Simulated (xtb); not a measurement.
**SnB₉H₉ (charge −2): geometry relaxation (part 3 of 5)**

SnB₉H₉, charge −2; GFN2-xTB (xtb 6.7.1 later snapshot). 

Geometry of the input (Å):
```
B  0.1192  0.6571  -1.1187
Sn -0.3763  1.4114  2.0630
B  1.2801  0.8634  0.2804
B  1.0554  -0.8039  -0.5700
B  -0.6388  -0.7314  -0.7810
B  0.9256  -0.6728  1.1873
B  -0.0861  2.0010  -0.0879
B  -1.2022  -0.7497  0.8911
B  -0.0073  -1.8061  0.4043
B  -1.3130  0.7080  -0.1942
H  0.3621  1.0431  -2.1946
H  2.3756  1.3880  0.2181
H  1.9864  -1.1720  -1.2053
H  -1.4250  -1.2379  -1.6810
H  1.7164  -1.0199  2.0303
H  -0.0828  3.1017  -0.4614
H  -2.1940  -1.1879  1.4495
H  0.0161  -2.9262  0.5043
H  -2.5973  1.1327  -0.4502
```

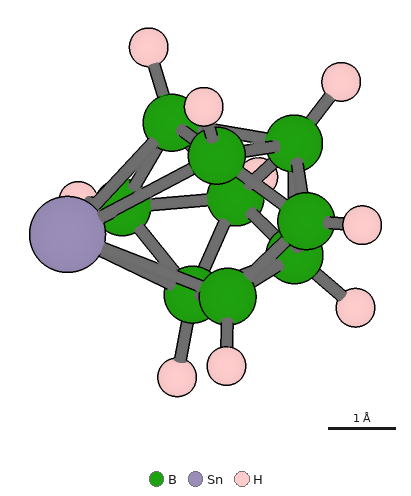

The starting structure (ball-and-stick view, seen at a tilt). Sticks mark near contacts.

Output, continued
```
 ---------------------------------
Sn2-B3-B1-B4=249.18           Sn2-B3-B1-B5=292.83           Sn2-B3-B1-B7= 44.32           Sn2-B3-B1-B10=352.52
Sn2-B3-B1-H11=144.40          B4-B3-B1-B5= 43.65            B4-B3-B1-B7=155.14            B4-B3-B1-B10=103.34
B4-B3-B1-H11=255.22           B6-B3-B1-B4=317.63            B6-B3-B1-B5=  1.27            B6-B3-B1-B7=112.76
B6-B3-B1-B10= 60.96           B6-B3-B1-H11=212.84           B7-B3-B1-B4=204.86            B7-B3-B1-B5=248.51
B7-B3-B1-B10=308.20           B7-B3-B1-H11=100.08           H12-B3-B1-B4=104.16           H12-B3-B1-B5=147.81
H12-B3-B1-B7=259.30           H12-B3-B1-B10=207.50          H12-B3-B1-H11=359.38          B1-B3-Sn2-B6= 99.95
B1-B3-Sn2-B7=318.42           B1-B3-Sn2-B8= 50.73           B1-B3-Sn2-B10=  5.94          B4-B3-Sn2-B6= 39.22
B4-B3-Sn2-B7=257.68           B4-B3-Sn2-B8=349.99           B4-B3-Sn2-B10=305.20          B6-B3-Sn2-B7=218.46
B6-B3-Sn2-B8=310.77           B6-B3-Sn2-B10=265.98          B7-B3-Sn2-B6=141.54           B7-B3-Sn2-B8= 92.31
B7-B3-Sn2-B10= 47.52          H12-B3-Sn2-B6=248.75          H12-B3-Sn2-B7=107.21          H12-B3-Sn2-B8=199.53
H12-B3-Sn2-B10=154.74         B3-B4-B1-B5=229.56            B3-B4-B1-B7=336.03            B3-B4-B1-B10=272.04
B3-B4-B1-H11=120.01           B5-B4-B1-B3=130.44            B5-B4-B1-B7=106.47            B5-B4-B1-B10= 42.48
B5-B4-B1-H11=250.45           B6-B4-B1-B3= 43.98            B6-B4-B1-B5=273.54            B6-B4-B1-B7= 20.01
B6-B4-B1-B10=316.02           B6-B4-B1-H11=163.99           B9-B4-B1-B3=104.43            B9-B4-B1-B5=333.99
B9-B4-B1-B7= 80.46            B9-B4-B1-B10= 16.46           B9-B4-B1-H11=224.44           H13-B4-B1-B3=253.07
H13-B4-B1-B5=122.63           H13-B4-B1-B7=229.11           H13-B4-B1-B10=165.11          H13-B4-B1-H11= 13.08
B1-B4-B3-Sn2= 87.88           B1-B4-B3-B6=130.35            B1-B4-B3-B7= 21.92            B1-B4-B3-H12=239.04
B5-B4-B3-B1=317.59            B5-B4-B3-Sn2= 45.47           B5-B4-B3-B6= 87.94            B5-B4-B3-B7=339.51
B5-B4-B3-H12=196.63           B6-B4-B3-B1=229.65            B6-B4-B3-Sn2=317.53           B6-B4-B3-B7=251.57
B6-B4-B3-H12=108.69           B9-B4-B3-B1=256.92            B9-B4-B3-Sn2=344.80           B9-B4-B3-B6= 27.27
B9-B4-B3-B7=278.84            B9-B4-B3-H12=135.96           H13-B4-B3-B1=110.22           H13-B4-B3-Sn2=198.11
H13-B4-B3-B6=240.57           H13-B4-B3-B7=132.15           H13-B4-B3-H12=349.26          B4-B5-B1-B3=317.51
B4-B5-B1-B7=253.50            B4-B5-B1-B10=229.56           B4-B5-B1-H11=109.55           B8-B5-B1-B3= 43.97
B8-B5-B1-B4= 86.46            B8-B5-B1-B7=339.96            B8-B5-B1-B10=316.02           B8-B5-B1-H11=196.01
B9-B5-B1-B3=343.52            B9-B5-B1-B4= 26.01            B9-B5-B1-B7=279.51            B9-B5-B1-B10=255.57
B9-B5-B1-H11=135.56           B10-B5-B1-B3= 87.95           B10-B5-B1-B4=130.44           B10-B5-B1-B7= 23.94
B10-B5-B1-H11=239.99          H14-B5-B1-B3=194.90           H14-B5-B1-B4=237.39           H14-B5-B1-B7=130.89
H14-B5-B1-B10=106.95          H14-B5-B1-H11=346.94          B1-B5-B4-B3= 43.50            B1-B5-B4-B6=105.19
B1-B5-B4-B9=151.18            B1-B5-B4-H13=256.21           B8-B5-B4-B1=254.81            B8-B5-B4-B3=298.31
B8-B5-B4-B6=  0.00            B8-B5-B4-B9= 45.99            B8-B5-B4-H13=151.02           B9-B5-B4-B1=208.82
B9-B5-B4-B3=252.32            B9-B5-B4-B6=314.01            B9-B5-B4-H13=105.03           B10-B5-B4-B1=316.48
B10-B5-B4-B3=  0.00           B10-B5-B4-B6= 61.67           B10-B5-B4-B9=107.67           B10-B5-B4-H13=212.70
H14-B5-B4-B1=103.79           H14-B5-B4-B3=147.29           H14-B5-B4-B6=208.98           H14-B5-B4-B9=254.97
H14-B5-B4-H13=  0.00          B3-B6-Sn2-B7= 25.52           B3-B6-Sn2-B8=110.66           B3-B6-Sn2-B10= 69.32
B4-B6-Sn2-B3=320.26           B4-B6-Sn2-B7=345.78           B4-B6-Sn2-B8= 70.93           B4-B6-Sn2-B10= 29.58
B8-B6-Sn2-B3=249.34           B8-B6-Sn2-B7=274.86           B8-B6-Sn2-B10=318.65          B9-B6-Sn2-B3=254.48
B9-B6-Sn2-B7=280.00           B9-B6-Sn2-B8=  5.14           B9-B6-Sn2-B10=323.79          H15-B6-Sn2-B3=117.95
H15-B6-Sn2-B7=143.47          H15-B6-Sn2-B8=228.61          H15-B6-Sn2-B10=187.27         Sn2-B6-B3-B1=264.83
Sn2-B6-B3-B4=222.55           Sn2-B6-B3-B7=322.93           Sn2-B6-B3-H12=114.05          B4-B6-B3-B1= 42.28
B4-B6-B3-Sn2=137.45           B4-B6-B3-B7=100.38            B4-B6-B3-H12=251.50           B8-B6-B3-B1=323.50
B8-B6-B3-Sn2= 58.68           B8-B6-B3-B4=281.23            B8-B6-B3-B7= 21.60            B8-B6-B3-H12=172.72
B9-B6-B3-B1= 14.55            B9-B6-B3-Sn2=109.72           B9-B6-B3-B4=332.27            B9-B6-B3-B7= 72.65
B9-B6-B3-H12=223.77           H15-B6-B3-B1=162.05           H15-B6-B3-Sn2=257.22          H15-B6-B3-B4=119.77
H15-B6-B3-B7=220.15           H15-B6-B3-H12= 11.27          Sn2-B6-B4-B1=  0.57           Sn2-B6-B4-B3= 44.52
Sn2-B6-B4-B5=301.14           Sn2-B6-B4-B9=254.77           Sn2-B6-B4-H13=148.47          B3-B6-B4-B1=316.06
B3-B6-B4-B5=256.63            B3-B6-B4-B9=210.26            B3-B6-B4-H13=103.95           B8-B6-B4-B1= 59.43
B8-B6-B4-B3=103.37            B8-B6-B4-B5=  0.00            B8-B6-B4-B9=313.63            B8-B6-B4-H13=207.33
B9-B6-B4-B1=105.80            B9-B6-B4-B3=149.74            B9-B6-B4-B5= 46.37            B9-B6-B4-H13=253.70
H15-B6-B4-B1=207.88           H15-B6-B4-B3=251.83           H15-B6-B4-B5=148.45           H15-B6-B4-B9=102.08
H15-B6-B4-H13=355.78          Sn2-B7-B1-B3=301.90           Sn2-B7-B1-B4=325.52           Sn2-B7-B1-B5= 34.53
Sn2-B7-B1-B10= 58.12          Sn2-B7-B1-H11=180.01          B3-B7-B1-B4= 23.62            B3-B7-B1-B5= 92.63
B3-B7-B1-B10=116.21           B3-B7-B1-H11=238.11           B10-B7-B1-B3=243.79           B10-B7-B1-B4=267.40
B10-B7-B1-B5=336.41           B10-B7-B1-H11=121.89          H16-B7-B1-B3=121.88           H16-B7-B1-B4=145.50
H16-B7-B1-B5=214.51           H16-B7-B1-B10=238.10          H16-B7-B1-H11=  0.00          B1-B7-Sn2-B3= 51.37
B1-B7-Sn2-B6= 25.96           B1-B7-Sn2-B8=334.00           B1-B7-Sn2-B10=308.59          B3-B7-Sn2-B6=334.59
B3-B7-Sn2-B8=282.63           B3-B7-Sn2-B10=257.22          B10-B7-Sn2-B3=102.78          B10-B7-Sn2-B6= 77.37
B10-B7-Sn2-B8= 25.41          H16-B7-Sn2-B3=231.39          H16-B7-Sn2-B6=205.98          H16-B7-Sn2-B8=154.02
H16-B7-Sn2-B10=128.61         B1-B7-B3-Sn2=232.20           B1-B7-B3-B4=337.17            B1-B7-B3-B6=271.74
B1-B7-B3-H12=120.36           Sn2-B7-B3-B1=127.80           Sn2-B7-B3-B4=104.97           Sn2-B7-B3-B6= 39.54
Sn2-B7-B3-H12=248.17          B10-B7-B3-B1= 54.29           B10-B7-B3-Sn2=286.49          B10-B7-B3-B4= 31.46
B10-B7-B3-B6=326.03           B10-B7-B3-H12=174.65          H16-B7-B3-B1=251.25           H16-B7-B3-Sn2=123.45
H16-B7-B3-B4=228.42           H16-B7-B3-B6=162.99           H16-B7-B3-H12= 11.62          B5-B8-Sn2-B3=330.44
B5-B8-Sn2-B6=289.06           B5-B8-Sn2-B7= 14.23           B5-B8-Sn2-B10= 39.76          B6-B8-Sn2-B3= 41.37
B6-B8-Sn2-B7= 85.17           B6-B8-Sn2-B10=110.70          B9-B8-Sn2-B3= 36.23           B9-B8-Sn2-B6=354.86
B9-B8-Sn2-B7= 80.03           B9-B8-Sn2-B10=105.56          B10-B8-Sn2-B3=290.67          B10-B8-Sn2-B6=249.30
B10-B8-Sn2-B7=334.47          H17-B8-Sn2-B3=172.73          H17-B8-Sn2-B6=131.36          H17-B8-Sn2-B7=216.53
H17-B8-Sn2-B10=242.06         Sn2-B8-B5-B1=359.43           Sn2-B8-B5-B4= 58.85           Sn2-B8-B5-B9=105.22
Sn2-B8-B5-B10=315.46          Sn2-B8-B5-H14=211.51          B6-B8-B5-B1=300.58            B6-B8-B5-B4=  0.00
B6-B8-B5-B9= 46.36            B6-B8-B5-B10=256.61           B6-B8-B5-H14=152.66           B9-B8-B5-B1=254.21
B9-B8-B5-B4=313.64            B9-B8-B5-B10=210.25           B9-B8-B5-H14=106.29           B10-B8-B5-B1= 43.97
B10-B8-B5-B4=103.39           B10-B8-B5-B9=149.75           B10-B8-B5-H14=256.05          H17-B8-B5-B1=152.14
H17-B8-B5-B4=211.56           H17-B8-B5-B9=257.92           H17-B8-B5-B10=108.17          H17-B8-B5-H14=  4.22
B5-B9-B4-B1= 26.43            B5-B9-B4-B3= 93.07            B5-B9-B4-B6=121.61            B5-B9-B4-H13=238.37
B6-B9-B4-B1=264.82            B6-B9-B4-B3=331.45            B6-B9-B4-B5=238.39            B6-B9-B4-H13=116.76
B8-B9-B4-B1=334.79            B8-B9-B4-B3= 41.42            B8-B9-B4-B5=308.35            B8-B9-B4-B6= 69.97
B8-B9-B4-H13=186.72           H18-B9-B4-B1=145.97           H18-B9-B4-B3=212.60           H18-B9-B4-B5=119.54
H18-B9-B4-B6=241.15           H18-B9-B4-H13=357.91          B4-B9-B5-B1=333.57            B4-B9-B5-B8=238.38
B4-B9-B5-B10=266.91           B4-B9-B5-H14=121.61           B6-B9-B5-B1= 25.24            B6-B9-B5-B4= 51.66
B6-B9-B5-B8=290.04            B6-B9-B5-B10=318.57           B6-B9-B5-H14=173.27           B8-B9-B5-B1= 95.19
B8-B9-B5-B4=121.62            B8-B9-B5-B10= 28.53           B8-B9-B5-H14=243.23           H18-B9-B5-B1=214.02
H18-B9-B5-B4=240.45           H18-B9-B5-B8=118.83           H18-B9-B5-B10=147.36          H18-B9-B5-H14=  2.06
B4-B9-B6-Sn2=105.20           B4-B9-B6-B3= 27.74            B4-B9-B6-B8=111.20            B4-B9-B6-H15=238.64
B5-B9-B6-Sn2= 53.16           B5-B9-B6-B3=335.70            B5-B9-B6-B4=307.96            B5-B9-B6-B8= 59.15
B5-B9-B6-H15=186.60           B8-B9-B6-Sn2=354.00           B8-B9-B6-B3=276.54            B8-B9-B6-B4=248.80
B8-B9-B6-H15=127.44           H18-B9-B6-Sn2=224.40          H18-B9-B6-B3=146.94           H18-B9-B6-B4=119.20
H18-B9-B6-B8=230.40           H18-B9-B6-H15=357.84          B4-B9-B8-Sn2=306.82           B4-B9-B8-B5= 52.03
B4-B9-B8-B6=300.83            B4-B9-B8-B10= 24.29           B4-B9-B8-H17=173.42           B5-B9-B8-Sn2=254.79
B5-B9-B8-B6=248.79            B5-B9-B8-B10=332.26           B5-B9-B8-H17=121.38           B6-B9-B8-Sn2=  6.00
B6-B9-B8-B5=111.21            B6-B9-B8-B10= 83.47           B6-B9-B8-H17=232.59           H18-B9-B8-Sn2=135.61
H18-B9-B8-B5=240.82           H18-B9-B8-B6=129.61           H18-B9-B8-B10=213.08          H18-B9-B8-H17=  2.20
Sn2-B10-B1-B3=  7.48          Sn2-B10-B1-B4= 67.19          Sn2-B10-B1-B5=110.83          Sn2-B10-B1-B7=315.67
Sn2-B10-B1-H11=215.61         B5-B10-B1-B3=256.65           B5-B10-B1-B4=316.36           B5-B10-B1-B7=204.84
B5-B10-B1-H11=104.77          B7-B10-B1-B3= 51.81           B7-B10-B1-B4=111.52           B7-B10-B1-B5=155.16
B7-B10-B1-H11=259.94          B8-B10-B1-B3=299.03           B8-B10-B1-B4=358.73           B8-B10-B1-B5= 42.38
B8-B10-B1-B7=247.21           B8-B10-B1-H11=147.15          H19-B10-B1-B3=152.47          H19-B10-B1-B4=212.18
H19-B10-B1-B5=255.82          H19-B10-B1-B7=100.66          H19-B10-B1-H11=  0.59         B1-B10-Sn2-B3=354.06
B1-B10-Sn2-B6=309.26          B1-B10-Sn2-B7= 41.58          B1-B10-Sn2-B8=260.06          B5-B10-Sn2-B3= 54.77
B5-B10-Sn2-B6=  9.97          B5-B10-Sn2-B7=102.29          B5-B10-Sn2-B8=320.77          B7-B10-Sn2-B3=312.48
B7-B10-Sn2-B6=267.68          B7-B10-Sn2-B8=218.48          B8-B10-Sn2-B3= 94.01          B8-B10-Sn2-B6= 49.21
B8-B10-Sn2-B7=141.52          H19-B10-Sn2-B3=205.29         H19-B10-Sn2-B6=160.49         H19-B10-Sn2-B7=252.80
H19-B10-Sn2-B8=111.28         B1-B10-B5-B4= 42.41           B1-B10-B5-B8=130.34           B1-B10-B5-B9=103.08
B1-B10-B5-H14=249.76          Sn2-B10-B5-B1=272.15          Sn2-B10-B5-B4=314.56          Sn2-B10-B5-B8= 42.49
Sn2-B10-B5-B9= 15.23          Sn2-B10-B5-H14=161.91         B7-B10-B5-B1=338.11           B7-B10-B5-B4= 20.52
B7-B10-B5-B8=108.44           B7-B10-B5-B9= 81.19           B7-B10-B5-H14=227.87          B8-B10-B5-B1=229.66
B8-B10-B5-B4=272.07           B8-B10-B5-B9=332.74           B8-B10-B5-H14=119.43          H19-B10-B5-B1=120.96
H19-B10-B5-B4=163.37          H19-B10-B5-B8=251.30          H19-B10-B5-B9=224.04          H19-B10-B5-H14= 10.72
B1-B10-B7-Sn2=232.22          B1-B10-B7-B3=305.73           B1-B10-B7-H16=108.77          Sn2-B10-B7-B1=127.78
Sn2-B10-B7-B3= 73.52          Sn2-B10-B7-H16=236.55         B5-B10-B7-B1= 22.80           B5-B10-B7-Sn2=255.02
B5-B10-B7-B3=328.53           B5-B10-B7-H16=131.57          B8-B10-B7-B1= 88.22           B8-B10-B7-Sn2=320.43
B8-B10-B7-B3= 33.95           B8-B10-B7-H16=196.99          H19-B10-B7-B1=239.62          H19-B10-B7-Sn2=111.84
H19-B10-B7-B3=185.36          H19-B10-B7-H16=348.39         B1-B10-B8-Sn2= 95.16          B1-B10-B8-B5=317.73
B1-B10-B8-B6= 36.50           B1-B10-B8-B9=345.46           B1-B10-B8-H17=197.93          Sn2-B10-B8-B5=222.57
Sn2-B10-B8-B6=301.34          Sn2-B10-B8-B9=250.30          Sn2-B10-B8-H17=102.77         B5-B10-B8-Sn2=137.43
B5-B10-B8-B6= 78.78           B5-B10-B8-B9= 27.73           B5-B10-B8-H17=240.20          B7-B10-B8-Sn2= 37.09
B7-B10-B8-B5=259.66           B7-B10-B8-B6=338.43           B7-B10-B8-B9=287.39           B7-B10-B8-H17=139.86
H19-B10-B8-Sn2=245.95         H19-B10-B8-B5=108.52          H19-B10-B8-B6=187.30          H19-B10-B8-B9=136.25
H19-B10-B8-H17=348.72

 CMA Distance (Angstroems)
 ---------------------------
R(CMA):  1.2067
           -------------------------------------------------
          |                Final Singlepoint                |
           -------------------------------------------------

          ...................................................
          :                      SETUP                      :
          :.................................................:
          :  # basis functions                  55          :
          :  # atomic orbitals                  54          :
          :  # shells                           30          :
          :  # electrons                        42          :
          :  max. iterations                   250          :
          :  Hamiltonian                  GFN2-xTB          :
          :  restarted?                      false          :
          :  GBSA solvation                  false          :
          :  PC potential                    false          :
          :  electronic temp.          300.0000000     K    :
          :  accuracy                    1.0000000          :
          :  -> integral cutoff          0.2500000E+02      :
          :  -> integral neglect         0.1000000E-07      :
          :  -> SCF convergence          0.1000000E-05 Eh   :
          :  -> wf. convergence          0.1000000E-03 e    :
          :  Broyden damping             0.4000000          :
          :  net charge                         -2          :
          :  unpaired electrons                  0          :
          ...................................................

 iter      E             dE          RMSdq      gap      omega  full diag
   1    -18.1865866 -0.181866E+02  0.312E-05    2.78       0.0  T
   2    -18.1865866  0.233804E-10  0.394E-05    2.78     582.4  T
   3    -18.1865866 -0.269651E-10  0.226E-05    2.78    1015.3  T

   *** convergence criteria satisfied after 3 iterations ***
```
